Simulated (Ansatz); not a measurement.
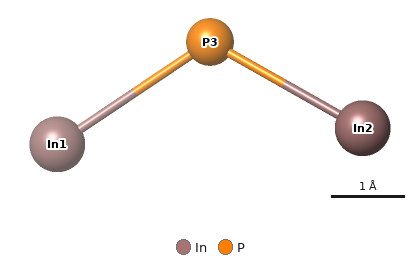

*The structure (ball-and-stick view, seen at a tilt; atoms are numbered from 1 in the order of the input). Sticks mark near contacts.*

Bond lengths as drawn: In–P 2.57 Å.

Run report: In$_{2}$P, single-point calculation

- system: In$_{2}$P, multiplicity 2
- method: UKS PBE0-D4/def2-TZVP (Ansatz 0.2.0)

The geometry comes from this level: r2SCAN-D4/def2-TZVP. Figures and captions count atoms from 1; the log counts them from 0 in places.

**Input file**
```yaml
crystal:
  periodic: [false, false, false]
  atoms:
    - {symbol: In, position_ang: [-1.808839, 1.257027, -0.431725]}
    - {symbol: In, position_ang: [1.152114, -1.812462, 0.652703]}
    - {symbol: P, position_ang: [0.656725, 0.555424, -0.220978]}
basis:
  gaussian: {orbitals: def2-TZVP, initial_orbitals: start.molden}
magnetization: {spin_polarized: true, initial_magnetization: 1}
hamiltonian: {xc: pbe0, dispersion: d4}
scf: {omitted_lower_state_checks: [starts]}
output: {forces: true, orbitals: {seedname: orbitals}}
```

Machine: 4 threads of Arm Neoverse V1, 23 GiB of memory available, shared host.

Run as:
```bash
ansatz run in.yaml --threads 4 --pin off --events-out ev --progress --plain --max-ram 3916MiB
```

**Output**
```
Functional definition: PBE0
  name "PBE0"
  cite "Adamo & Barone, J. Chem. Phys. 110, 6158 (1999) doi:10.1063/1.478522"
  cite "Perdew, Burke & Ernzerhof, Phys. Rev. Lett. 77, 3865 (1996) doi:10.1103/PhysRevLett.77.3865"
  parent pbe
  parameter a = 0.25
  parameter kappa = 0.804
  parameter beta = 0.06672455060314922
  exchange = (1 - a)*pbe_x(kappa = kappa, mu = beta*pi^2/3) + a*exact_x
  correlation = pbe_c(beta = beta)
these checks for a lower state are left out or cut short: starts
1200 factors; integrals over basis functions are off by at most 9.6e-4 eV
mean field evaluation 1: about -19633.0006 eV, gradient 5.5e1 eV
mean field evaluation 2: about -19633.7161 eV, gradient 1.2e0 eV
mean field evaluation 4: about -19633.7510 eV, gradient 1.8e-1 eV
mean field evaluation 8: about -19633.7512 eV, gradient 5.2e-5 eV
mean field -19633.75124410 eV, -721.5270499861 hartree, gradient 4.2e-6 eV, S^2 0.756714; 0 other end points of the search recorded, 0 dependent functions left out
the calculation of the forces begins
reference -19633.75127821 eV, -721.5270512395 hartree; 29, 28 occupied and 108, 109 virtual orbitals, 1200 factors
Total energy: -19633.88822006 eV, -721.5320837599 hartree
Atom 0 at    -1.808839     1.257027    -0.431725 Å, force    -0.009834    -0.006881     0.002773 eV/Å
Atom 1 at     1.152114    -1.812462     0.652703 Å, force    -0.008295    -0.008524     0.003354 eV/Å
Atom 2 at     0.656725     0.555424    -0.220978 Å, force     0.018129     0.015405    -0.006127 eV/Å
Dipole moment:    -0.243526    -0.205947     0.081937 e Å
Checks for a lower state left out: starts
```

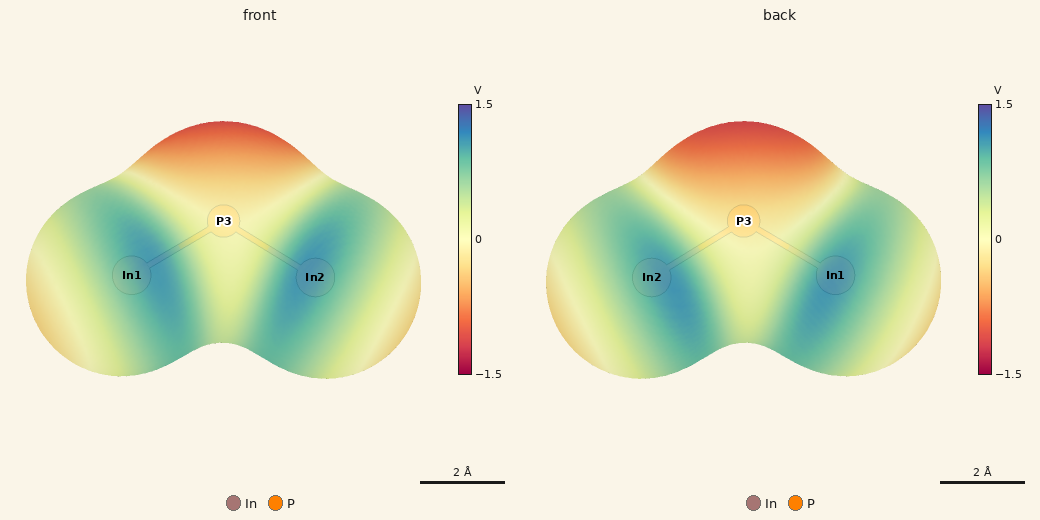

*The electrostatic potential painted on the density surface at 0.001 e/bohr³, seen at a tilt and from behind; the colour scale runs from red (negative) to blue (positive).*

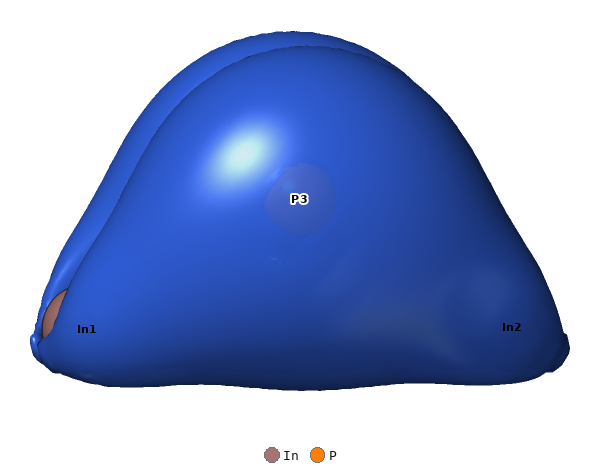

*Isosurfaces of the spin density (α minus β) at +0.003 (blue) and −0.003 e/Å³ (red), seen face on.*

The unpaired spin (1 electron) lies mostly on P3 (about 0.8), In1 (about 0.1) and In2 (about 0.1), in electrons by Hirshfeld's partition.

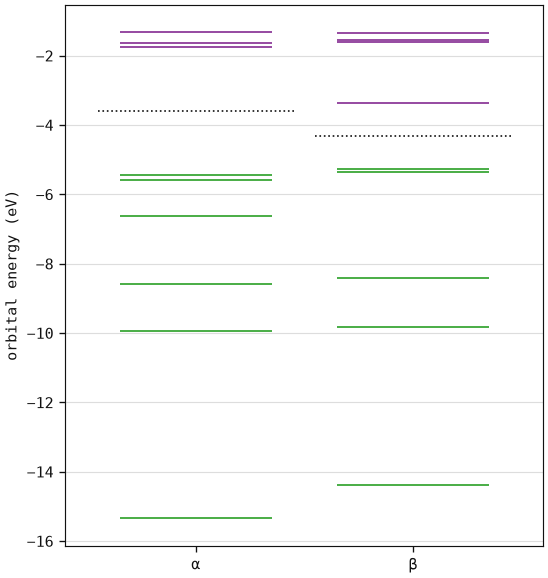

*Orbital energies near the frontier for α and β spins; the dotted line parts filled from empty levels, and levels within 0.02 eV of each other stand side by side.*

α: highest filled −5.43 eV, lowest empty −1.74 eV, 3.69 eV apart; β: highest filled −5.28 eV, lowest empty −3.37 eV, 1.91 eV apart.

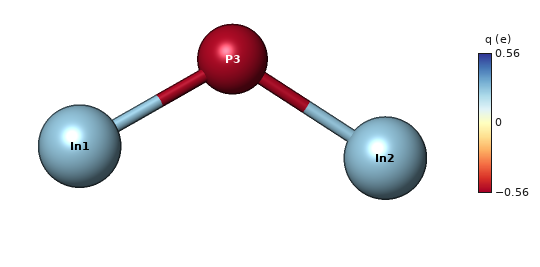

*Mulliken charges, as the colour of each atom (ball-and-stick view, seen at a tilt; atoms are numbered from 1 in the order of the input; Mulliken charges depend strongly on the basis).*

By element: In +0.27 and P −0.53 e.

**Results in brief**

```tsv
quantity	value
outcome	converged
total energy	−19633.8882 eV
mean-field energy	−19633.7513 eV
dispersion energy	−0.1369 eV
⟨S²⟩	0.757
SCF solution under orbital rotations	stable
HOMO (either spin)	−5.28 eV
LUMO (either spin)	−3.37 eV
largest force (length of the vector)	0.025 eV/Å
dipole moment	1.58 D
wall time	6 s (CPU time 21 s)
peak memory	0.47 GiB
```
